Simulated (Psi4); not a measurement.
**One shape, several levels: InNH4 (SMILES [NH2][InH2])**

Aim: a comparison of 5 runs (B3LYP/def2-SVP, BHLYP/def2-SVP, CAM-B3LYP/def2-SVP, M06-2X/def2-SVP, r2SCAN/def2-SVP) of InNH4. 

Program for the calculation: Psi4 1.11.

4 further runs of the same task are left out: 2 that didn't finish, 2 set aside as unsound or not needed.

### Step 1. The system as given

InNH4 has 6 atoms, charge 0, and is taken as a singlet. SMILES: `[NH2][InH2]`. One bond was lengthened or shortened from a relaxed shape.

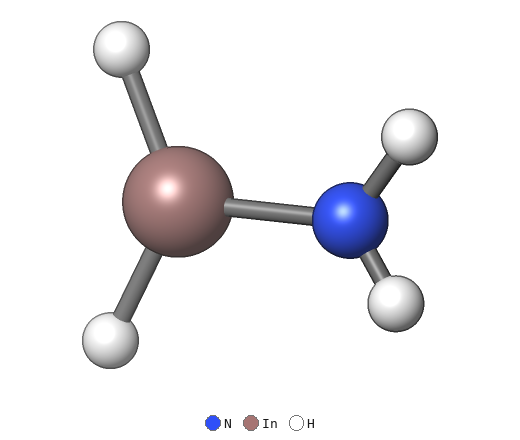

The structure, seen from a chosen angle (nitrogen blue, indium brown, hydrogen white).

### Step 2. Energy and gradient at B3LYP/def2-SVP (core potential) (run 1)

calc.inp reads:

```
memory 2200 mb

molecule system {
  N     -0.152810    -0.964988     0.136476
  In     0.034690     1.031412     0.051576
  H     -0.658610    -1.457388     0.853276
  H      0.311900    -1.697300    -0.629300
  H      0.951890     1.616012    -1.270824
  H     -0.748010     1.885812     1.311976
  units angstrom
  symmetry c1
}

set puream true
set e_convergence 1e-09
set d_convergence 1e-08
set scf_type pk
set dft_radial_points 99
set dft_spherical_points 590

energy_value, wavefunction = gradient("b3lyp/def2-SVP", return_wfn=True)
oeprop(wavefunction, "LOWDIN_CHARGES", "QUADRUPOLE", "MULLIKEN_CHARGES", title="B3LYP")
```

Started as:

```sh
$ psi4 -n 1 calc.inp calc.out
```

calc.out:

```text
[...]
    !!!  WARNING: ECP capability is in beta. Please check occupations closely.  !!!
[...]
  Running in c1 symmetry.
[...]
  Nuclear repulsion =   70.056173853778105
[...]
  Multiplicity = 1
[...]
  Nalpha       = 16
  Nbeta        = 16
[...]
    Number of basis functions: 60
[...]
   @RKS iter   1:  -246.92381153000960   -8.94742e-01   1.43275e-02 ADIIS/DIIS
[...]
   @RKS iter  11:  -247.27462572749104   -2.92744e-12   6.94388e-09 DIIS
[...]
  @RKS Final Energy:  -247.27462572749104
   => Energetics <=
    Nuclear Repulsion Energy =             70.0561738537781054
    One-Electron Energy =                -551.3370005496949489
    Two-Electron Energy =                 254.3816952043130755
    DFT Exchange-Correlation Energy =     -20.3754942358872597
    Empirical Dispersion Energy =           0.0000000000000000
    VV10 Nonlocal Energy =                  0.0000000000000000
    Total Energy =                       -247.2746257274910420
[...]
  -Total Gradient:
     Atom            X                  Y                   Z
    ------   -----------------  -----------------  -----------------
       1       -0.035599269294     0.050913098518     0.058250282948
       2       -0.001239286882    -0.006595740327     0.001196597749
       3        0.003619417688     0.007985242476    -0.004706512611
       4        0.033379448121    -0.049435228000    -0.054715603901
       5       -0.001822820586    -0.001247144850     0.002626995371
       6        0.001663100647    -0.001618154630    -0.002652351090
[...]
```

Run time: 26 s. Hardware: 1 thread of Intel Xeon at 2.50GHz (Skylake/Cascade Lake), shared host; peak memory 0.76 GiB.

### Step 3. A single-point energy at BHLYP/def2-SVP (core potential) (run 2)

h4inn.xyz reads:

```xyz
6
H4InN
N     -0.152810    -0.964988     0.136476
In     0.034690     1.031412     0.051576
H     -0.658610    -1.457388     0.853276
H      0.311900    -1.697300    -0.629300
H      0.951890     1.616012    -1.270824
H     -0.748010     1.885812     1.311976
```

h4inn.py reads:

```python
import psi4

psi4.set_memory(2200000000)
psi4.set_num_threads(1)
psi4.set_output_file('output.dat', False)

with open('h4inn.xyz') as f:
    atoms = ''.join(f.readlines()[2:])
geom = psi4.geometry('0 1\n' + atoms + 'symmetry c1\nno_reorient\nno_com')

options = {'basis': 'def2-SVP', 'puream': True, 'e_convergence': 1e-09, 'd_convergence': 1e-08, 'scf_type': 'pk', 'dft_radial_points': 99, 'dft_spherical_points': 590}
psi4.set_options(options)

result, w = psi4.energy("bhhlyp", return_wfn=True)
psi4.oeprop(w, "DIPOLE", "MULLIKEN_CHARGES", "WIBERG_LOWDIN_INDICES", title="BHHLYP")
print(f'total energy {result:.8f} hartree = {result * 27.211386:.5f} eV')
```

Started as:

```sh
$ python h4inn.py
```

output.dat:

```text
[...]
    !!!  WARNING: ECP capability is in beta. Please check occupations closely.  !!!
[...]
  Running in c1 symmetry.
[...]
  Nuclear repulsion =   70.056173853778105
[...]
  Multiplicity = 1
[...]
  Nalpha       = 16
  Nbeta        = 16
[...]
    Number of basis functions: 60
[...]
   @RKS iter   1:  -246.83701191460398   -1.18105e+00   1.20266e-02 ADIIS/DIIS
[...]
   @RKS iter  11:  -247.08427238463923   -1.42109e-13   2.63681e-09 DIIS
[...]
  @RKS Final Energy:  -247.08427238463923
   => Energetics <=
    Nuclear Repulsion Energy =             70.0561738537781054
    One-Electron Energy =                -551.4540082534512067
    Two-Electron Energy =                 247.3945950044802089
    DFT Exchange-Correlation Energy =     -13.0810329894463155
    Empirical Dispersion Energy =           0.0000000000000000
    VV10 Nonlocal Energy =                  0.0000000000000000
    Total Energy =                       -247.0842723846392346
[...]
 Multipole Moments:
 ------------------------------------------------------------------------------------
     Multipole            Electronic (a.u.)      Nuclear  (a.u.)        Total (a.u.)
 ------------------------------------------------------------------------------------
 L = 1.  Multiply by 2.5417464519 to convert [e a0] to [Debye]
 Dipole X            :          0.9048168           -0.9146463           -0.0098295
 Dipole Y            :        -29.0418690           28.8218610           -0.2200080
 Dipole Z            :         -4.3541615            4.3530900           -0.0010715
 Magnitude           :                                                    0.2202301
[...]
```

On the terminal:

```text
total energy -247.08427238 hartree = -6723.50551 eV
```

Wall time 16 s (1 thread of Intel Xeon at 2.50GHz (Skylake/Cascade Lake), shared host); peak memory 0.75 GiB.

Runs 3 to 4 aren't shown in full; the table further down has their settings and results.

### Step 4. Energy and gradient at r2SCAN/def2-SVP (core potential) (run 5)

run.py reads:

```python
import numpy as np
from ase.calculators.psi4 import Psi4
from ase import Atoms

atoms = Atoms(['N', 'In', 'H', 'H', 'H', 'H'], positions=[
    [-0.152810, -0.964988, 0.136476],
    [0.034690, 1.031412, 0.051576],
    [-0.658610, -1.457388, 0.853276],
    [0.311900, -1.697300, -0.629300],
    [0.951890, 1.616012, -1.270824],
    [-0.748010, 1.885812, 1.311976],
])
calc = Psi4(atoms=atoms, method='r2scan', basis='def2-SVP', memory='2200MB', num_threads=1, charge=0, multiplicity=1, label='calc')
calc.psi4.set_options({'puream': True, 'e_convergence': 1e-09, 'd_convergence': 1e-08, 'scf_type': 'pk', 'dft_radial_points': 99, 'dft_spherical_points': 590})
atoms.calc = calc

forces = atoms.get_forces()
print(f'energy: {atoms.get_potential_energy():.6f} eV')
print('forces / eV A^-1')
print(np.round(forces, 5))
```

Started as:

```sh
$ python run.py
```

calc.dat:

```text
[...]
    !!!  WARNING: ECP capability is in beta. Please check occupations closely.  !!!
[...]
  Running in c1 symmetry.
[...]
  Nuclear repulsion =   70.056173853778105
[...]
  Multiplicity = 1
[...]
  Nalpha       = 16
  Nbeta        = 16
[...]
    Number of basis functions: 60
[...]
   @RKS iter   1:  -246.87802672334760   -8.30479e-01   1.44992e-02 ADIIS/DIIS
[...]
   @RKS iter  11:  -247.23963074530897   -1.29035e-11   8.33387e-09 DIIS
[...]
  @RKS Final Energy:  -247.23963074530897
   => Energetics <=
    Nuclear Repulsion Energy =             70.0561738537781054
    One-Electron Energy =                -551.4127141508799923
    Two-Electron Energy =                 259.1983839778947072
    DFT Exchange-Correlation Energy =     -25.0814744261017744
    Empirical Dispersion Energy =           0.0000000000000000
    VV10 Nonlocal Energy =                  0.0000000000000000
    Total Energy =                       -247.2396307453089719
[...]
  -Total Gradient:
     Atom            X                  Y                   Z
    ------   -----------------  -----------------  -----------------
       1       -0.036329150060     0.047545961307     0.059021428042
       2       -0.001103150978    -0.004933441180     0.001152602322
       3        0.003609915832     0.008141258128    -0.004681178385
       4        0.033793422879    -0.049984570277    -0.055391504837
       5       -0.000755472750    -0.000280820648     0.001117381178
       6        0.000800697685    -0.000320134232    -0.001227317427
[...]
```

On the terminal:

```text
energy: -6727.733033 eV
forces / eV A^-1
[[ 1.86812 -2.44491 -3.035  ]
 [ 0.05673  0.25369 -0.05927]
 [-0.18563 -0.41864  0.24072]
 [-1.73773  2.57031  2.84835]
 [ 0.03885  0.01444 -0.05746]
 [-0.04117  0.01646  0.06311]]
```

Run time: 47 s. Hardware: 1 thread of Intel Xeon at 2.50GHz (Skylake/Cascade Lake), shared host; peak memory 1.5 GiB.

### Step 5. The series

```csv
run,level,task,energy (Eh),dipole moment (D),HOMO energy (eV),LUMO energy (eV),wall time
1,B3LYP/def2-SVP (core potential),gradient,-247.274626,0.84,-6.48,-1.17,26 s
2,BHLYP/def2-SVP (core potential),energy,-247.084272,0.56,-7.94,-0.28,16 s
3,CAM-B3LYP/def2-SVP (core potential),gradient,-247.154020,0.73,-8.10,-0.07,31 s
4,M06-2X/def2-SVP (core potential),gradient,-247.099633,0.66,-8.03,-0.38,40 s
5,r2SCAN/def2-SVP (core potential),gradient,-247.239631,0.87,-5.66,-1.35,47 s
```

### Step 6. What came out

| quantity | value |
| --- | --- |
| run 5: total energy | -247.23963 Eh |
| run 5: dipole moment | 0.87 D |
| run 5: HOMO energy | -5.66 eV |
| run 5: LUMO energy | -1.35 eV |
| run 5: HOMO–LUMO gap | 4.31 eV |
| run 5: largest force on an atom | 4.322 eV/Å |

The dipole moment (its size) runs from 0.56 D (BHLYP/def2-SVP) to 0.87 D (r2SCAN/def2-SVP). The HOMO–LUMO gap runs from 4.31 eV (r2SCAN/def2-SVP) to 8.02 eV (CAM-B3LYP/def2-SVP). Totals of different functionals can't be ranked against each other. All runs together took 2.6 min, the longest 47 s.
